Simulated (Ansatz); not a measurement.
**H₃Si···HCl (doublet): density, localisation and related maps**

Input

```
crystal:
  periodic: [false, false, false]
  atoms:
    - { symbol: Si, position_ang: [0.000355, 0.0, -0.30908] }
    - { symbol: H, position_ang: [-0.001022, 0.0, 2.348903] }
    - { symbol: H, position_ang: [1.442346, 0.0, -0.697257] }
    - { symbol: H, position_ang: [-0.720506, 1.248748, -0.697713] }
    - { symbol: H, position_ang: [-0.720506, -1.248748, -0.697713] }
    - { symbol: Cl, position_ang: [0.000732, 0.0, 3.684259] }
magnetization:
  spin_polarized: true
  initial_magnetization: 1
basis:
  gaussian: { orbitals: def2-SVP }
hamiltonian:
  xc: pbe0
  dispersion: d4
relax:
  f_tol: 0.03
  max_steps: 50
output:
  orbitals: {}
```

Run with:

```sh
ansatz run input.yaml --threads 1 --pin off --max-ram 2048MiB --backend cpu --events-out ev --progress --plain --runs-dir out
```

The fields are those of the run's last geometry, not of the input's.

These are results of UKS PBE0-D4/def2-SVP in Ansatz, not measurements.

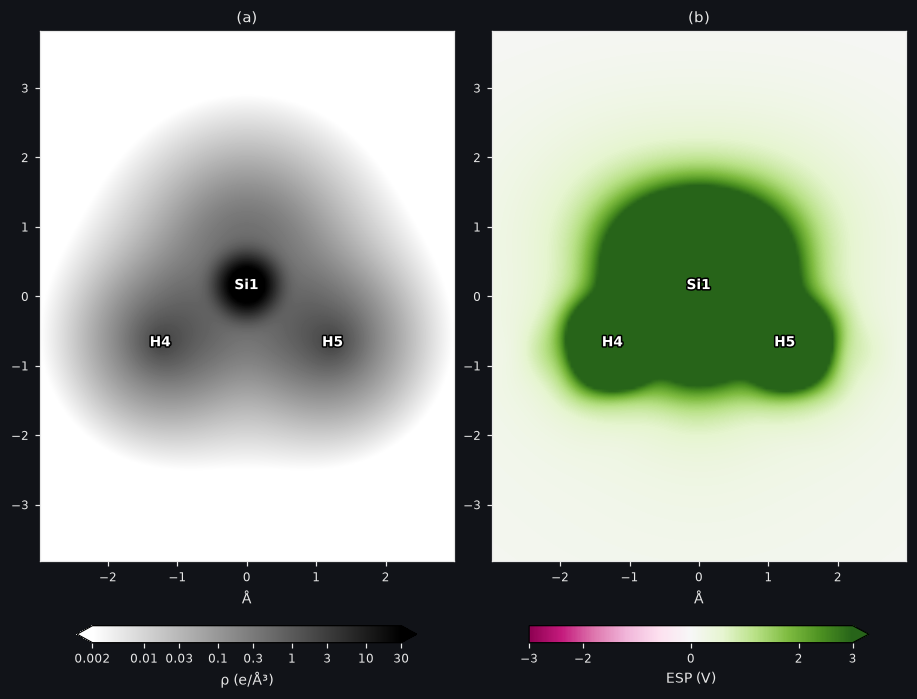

Figure 1. (a) total electron density; (b) electrostatic potential on the plane of atoms H4, Si1 and H5.

**Describe what can be read from this map.**

The plane passes through Si and H nuclei.
Si–H (1.49 Å): the density is about 0.77 e/Å³ at the midpoint.
The potential has no marked negative region in this plane.

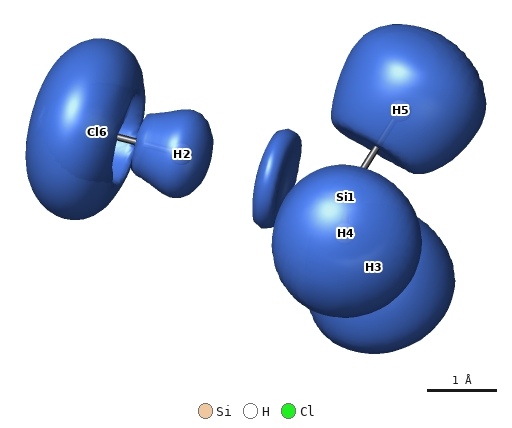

Figure 2. Isosurface of the ELF at 0.8 (blue), seen at an oblique angle. Core shells and regions of very low density are left out.

**Where are the electrons localised?**

At this value the surface marks out four regions around hydrogen nuclei, one lobe on Si, pointing away from the bonds (non-bonding electrons) and one region wrapped around Cl (its lone pairs, merged into a ring or cap).


Si1···H2 (2.53 Å): the ELF climbs to about 1 towards the hydrogen, as it does in any bond to H. Cl–H (1.30 Å): the ELF climbs to about 1 towards the hydrogen.

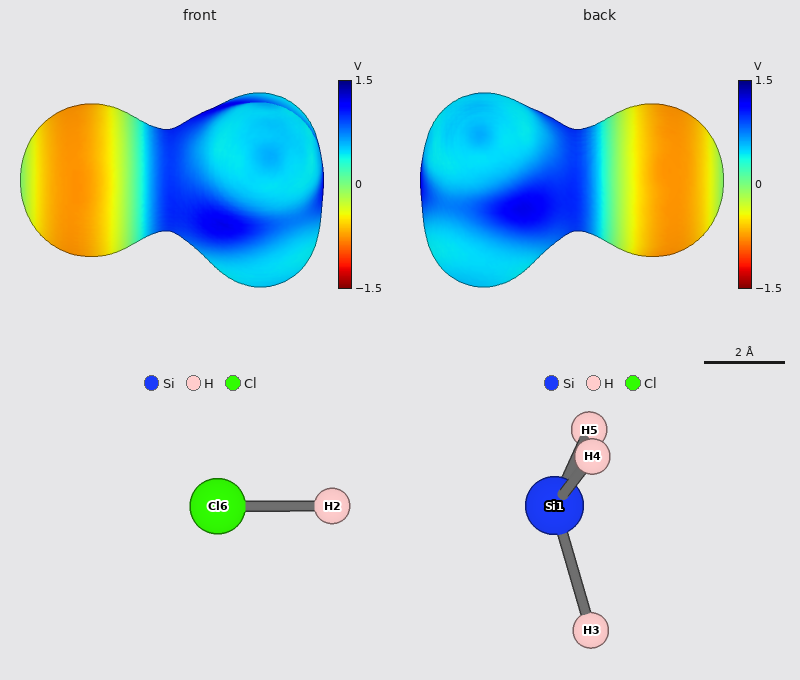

Figure 3. The molecular electrostatic potential painted on the density surface at 0.002 e/bohr³, seen from the front and from behind; red is negative and blue positive. The bare structure is drawn below in the same view.

**Which sites attract a positive test charge, and which a negative one?**

A positive charge is drawn to the negative regions and a negative charge to the positive ones. The most negative region (about −0.8 V) lies over Cl6, the most positive (about +1.2 V) over Si1.
